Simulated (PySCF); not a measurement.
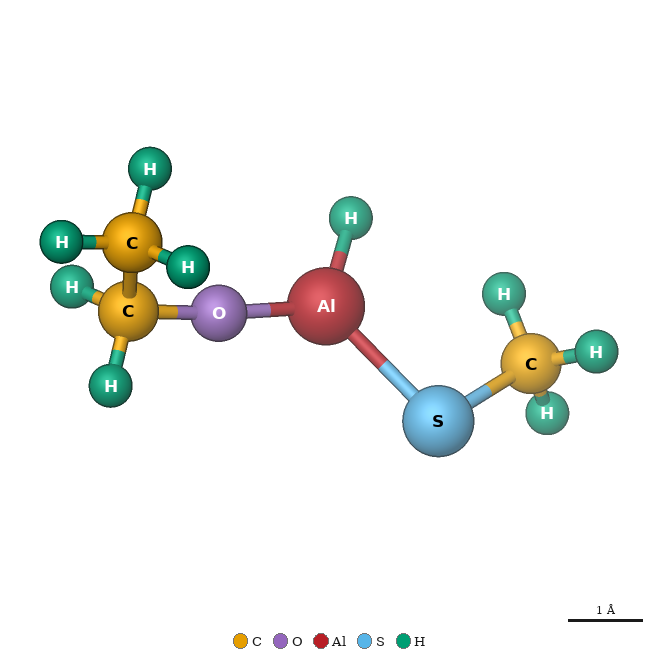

Distant atoms are faded towards the background colour. The geometry was computed by an optimisation with GFN2-xTB. No frequency run is at hand to confirm it as a minimum. Masses are those of the most abundant isotopes; constants are for the rigid equilibrium geometry.

Q: What kind of rotor is it, and what are its rotational constants in GHz?

A: An asymmetric top (C1): A = 7.48, B = 0.826, C = 0.800 GHz. Ray's parameter κ is −0.99, close to the prolate limit.
